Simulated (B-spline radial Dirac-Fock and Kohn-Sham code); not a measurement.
Se²⁻, configuration [Kr], inside a Watson sphere of charge +2 and radius 1.683 Å that stands in for a crystal. Computed with a radial B-spline solver: Dirac–Fock ΔSCF (average of configuration, Fermi nucleus, Breit and QED terms, no correlation).

Predict the main features of the following plot. Shifts of Kα satellites and hypersatellites with the number of spectator holes in 2p, counted from the Kα line without spectators.

The Kα centroid lies at 11.207 keV. One spectator hole shifts it by 40.0 eV and 5 holes by 210 eV; the steps grow from 40.0 eV to 44.2 eV. The hypersatellite (both 1s electrons missing) lies 369 eV above Kα as an average over its terms.

The result:

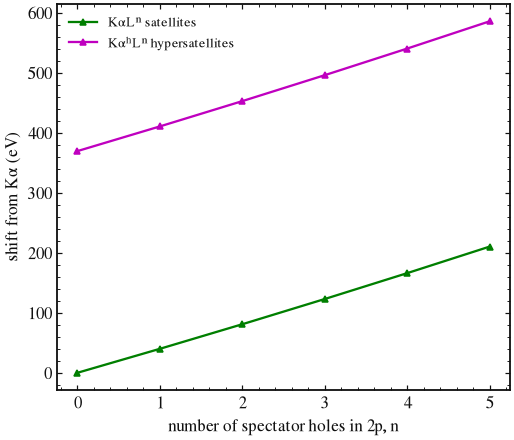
